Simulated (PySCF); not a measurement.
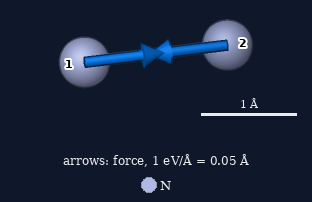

Starting geometry of N2 with the computed forces as blue arrows. Style: ball-and-stick. Shown at a tilt.

The start comes from MMFF94s. Its atoms were then displaced at random by about 0.03 Å.

All numbers below come from PySCF 2.14.0, density-fitted response routines, PBE0-D3(BJ)/def2-SVP geometry optimisation, gas phase. 

Is this structure relaxed? If not, where do the atoms go?

Answer. It isn't relaxed: the largest force vector, on N atoms, is 17.35 eV/Å. The atoms end up moving mostly along the starting forces (cosine between the two patterns 1.00). The largest moves after the best rigid fit, 0.22 Å, are those of N1 and N2. Some distances before and after: N1–N2 1.540 → 1.098 Å. After 6 geometry steps the energy has fallen by 148.2 kcal/mol. The run took 1.4 s on 1 thread of Arm Neoverse V1, with other jobs on the host.
